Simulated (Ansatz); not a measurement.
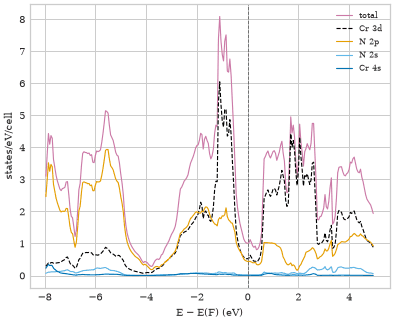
Figure: Total and projected density of states of CrN2 in space group Pnnm (No. 58; Cr on 2a, N on 4g), PBE (plane waves, PAW; program Ansatz)

Question: Which orbitals carry the states next to the Fermi level?

Answer: Within 0.5 eV of the Fermi level: Cr 3d 53 %, N 2p 43 %. Projections are on Löwdin-orthogonalised atomic valence shells; empty p or d shells of many metals are not among them.

Question: Where is the tallest occupied peak in this window, and what makes it?

Answer: Near -1.1 eV, about 8.1 states/eV per cell; the largest projected share is Cr 3d.

The first step of the workflow began from a Materials Project structure, measured or hypothetical; the Crystallography Open Database copy checked does not list it. Whether it is the stable phase at ambient conditions was not checked. Symmetry was held in the PBE relaxation; whether a distortion lowers the energy is not shown. Magnetic state: ferromagnetic, chosen from 2 collinear starts compared on coarse meshes (ties went to the first, and starts can fall back to one state), not a proven ground state. No Hubbard U is applied.

Potentials: the later of the program's two PAW sets.
